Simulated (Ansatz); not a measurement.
C6H10 (SMILES C=C/C(C)=C/C)

```xyz
16

C     2.6046   -0.1649    0.4800
C     1.4502   -0.7378    0.1147
C     0.1465   -0.0844    0.0093
C     0.0735    1.3843    0.3415
C    -0.9114   -0.8273   -0.3769
C    -2.3348   -0.4039   -0.5605
H     2.6884    0.8830    0.7441
H     3.5158   -0.7540    0.5224
H     1.4822   -1.7997   -0.1297
H     0.3860    1.5596    1.3771
H    -0.9281    1.8067    0.2417
H     0.7249    1.9613   -0.3243
H    -0.7567   -1.8841   -0.5957
H    -2.5194    0.6498   -0.3485
H    -2.9795   -0.9941    0.0985
H    -2.6424   -0.5945   -1.5937
```

Not at a stationary point (largest force 0.7 eV/Å).

Theory: SCF blyp, Gaussian basis in Ansatz 0.2.0.

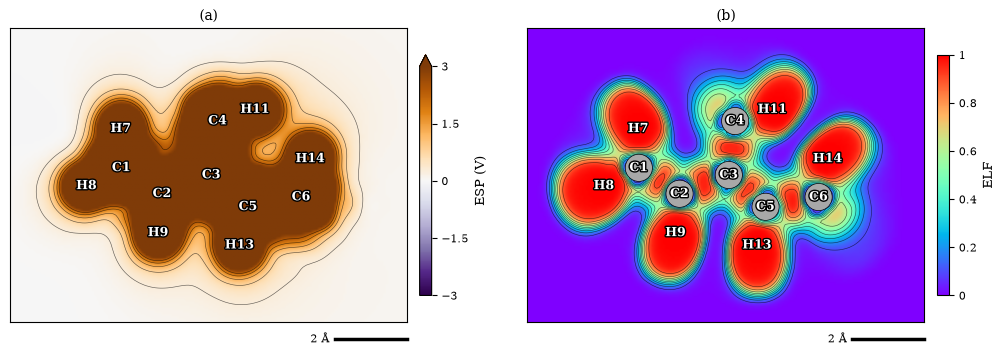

Figure 1. (a) molecular electrostatic potential; (b) ELF on the plane of atoms C3, C5 and H13. Grey discs cover the atomic cores in the ELF map.

What do the fields say about this system?

Answer. The section cuts through C and H sites.
C–C (1.34 Å): the ELF peaks at about 0.95 between the atoms (a multiple bond).
C–H (1.08 Å): the ELF climbs to about 1 towards the hydrogen, as it does in any bond to H: an ordinary covalent bond to hydrogen.
C–C (1.46 Å): the ELF peaks at about 0.95 between the atoms (localised, covalent bonding).
C–C (1.51 Å): the ELF peaks at about 0.95 between the atoms: a covalent bond.
The potential has no marked negative region in this plane.

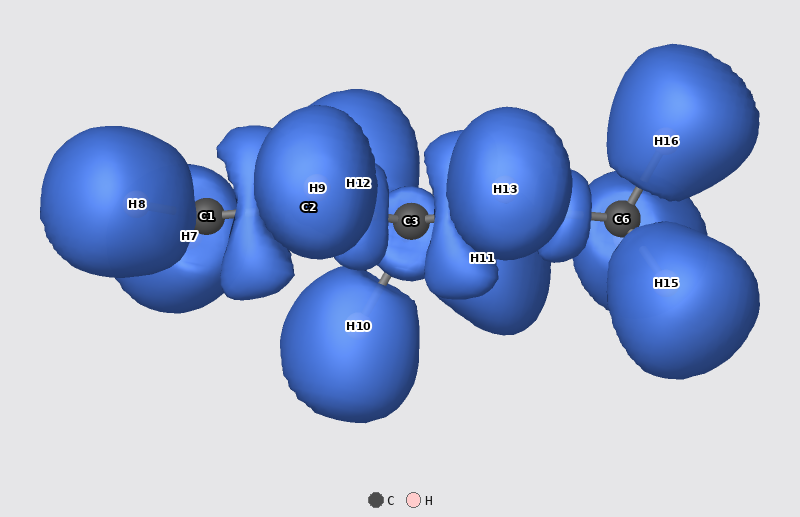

Figure 2. Isosurface of the electron localisation function at 0.75 (blue), seen from one side. Only the valence region is drawn (cores and ρ < 0.01 e/Å³ removed).

Identify the bonds, lone pairs and shells in this picture.

Answer. The ELF exceeds this value in five regions between bonded C–C atoms (shared pairs) and ten regions around hydrogen nuclei.

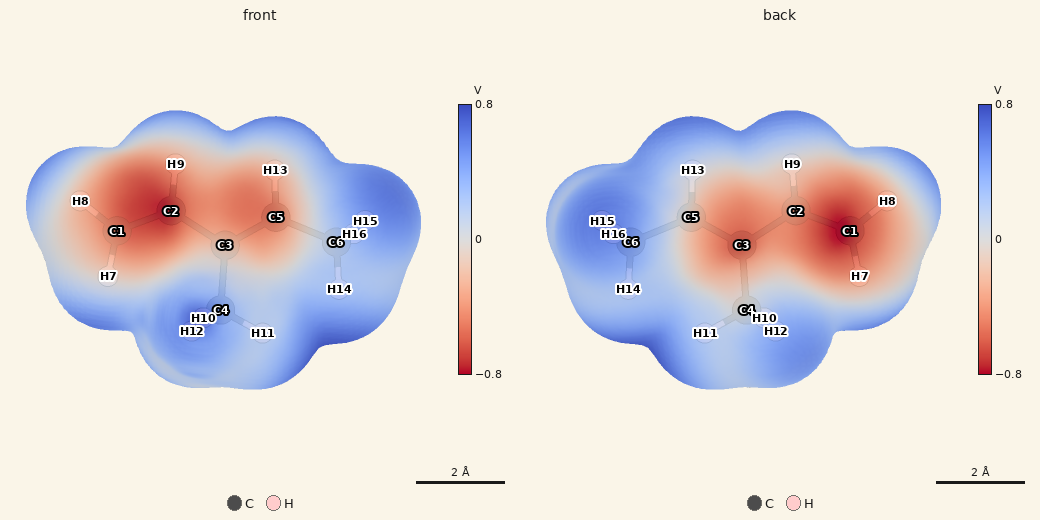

Figure 3. The electrostatic potential painted on the density surface at 0.002 e/bohr³, seen from the front and from behind; red is negative and blue positive.

Describe the electrostatic potential map.

Answer. The most negative region (about −0.8 V) lies over the π face of C1 and C2, the most positive (about +0.7 V) over H10, H11 and H14.
